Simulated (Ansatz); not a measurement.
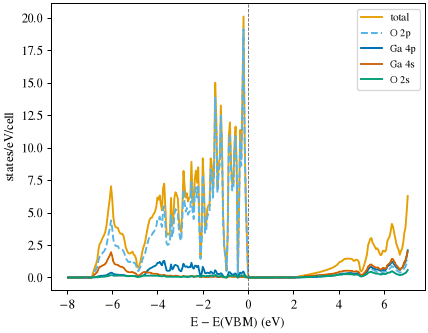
*Total and projected density of states of Ga2O3 in space group Cc (No. 9; Pearson symbol mS20), the program Ansatz at the PBE level (PAW)*

**Question.** Which orbitals carry the states next to the gap?

**Answer.** Top 1 eV of the valence band: O 2p 94 %. Bottom 1 eV of the conduction band: Ga 4s 48 %, O 2s 21 %, O 2p 19 %, Ga 4p 11 %. Projections are on Löwdin-orthogonalised atomic valence shells; empty p or d shells of many metals are not among them.

The start of the workflow was typed in or built on a structure type; neither database checked (COD, Materials Project) lists it. It is not the phase usual at ambient conditions (space group No. 12, 167). The PBE relaxation kept the symmetry of its start; its stability against distortions is not shown here. The volume moved by 16 % from the start of the relaxation. Scalar-relativistic: spin–orbit coupling is off unless named, which matters more the heavier the elements.

Potentials: the earlier of the program's two PAW sets.
